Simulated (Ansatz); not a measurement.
```xyz
9

Si   -0.7980    0.4653    0.1756
H     1.4168   -0.0115    1.5869
O     1.9309   -0.1399    0.7561
H     1.9167   -1.1020    0.6302
H    -0.4302    0.9300   -1.2366
Si   -1.0820   -1.7218   -0.7217
H    -1.3517   -2.7927    0.2940
H    -2.3386   -1.5928   -1.5428
H    -0.0160   -2.2353   -1.6454
```

Not at a stationary point (largest force 1.2 eV/Å).

Method: RKS r2SCANh-D4/cc-pVDZ in Ansatz.

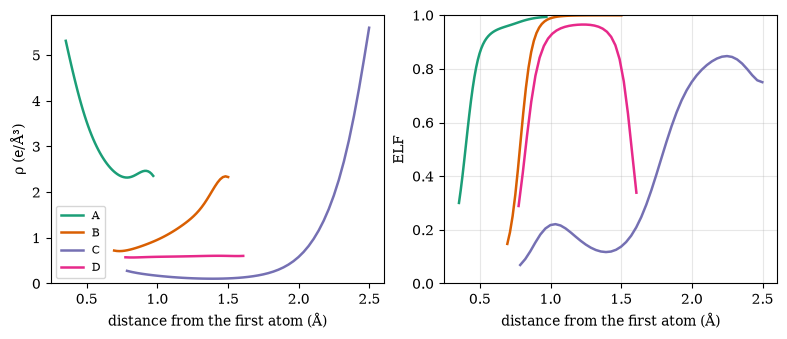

H4Si2···H2O. Electron density and electron localisation function along straight lines between neighbouring atoms. The curves leave out the atomic cores.

Which curve belongs to which contact (O–H, Si–H, Si–O and Si–Si)? The first atom named is at distance zero.

Answer. Curve A: O–H (0.97 Å): the density is about 3.7 e/Å³ at the midpoint; the ELF climbs to about 1 towards the hydrogen, as it does in any bond to H (an ordinary covalent bond to hydrogen). Curve B: Si–H (1.50 Å): ρ is about 0.71 e/Å³ halfway; the ELF climbs to about 1 towards the hydrogen. Curve C: Si1···O3 (2.85 Å): the density falls to about 0.1 e/Å³ on the way; the ELF is about 0.10 at the midpoint. Curve D: Si–Si (2.38 Å): ρ is about 0.59 e/Å³ halfway; the ELF peaks at about 0.95 between the atoms: a shared electron pair.
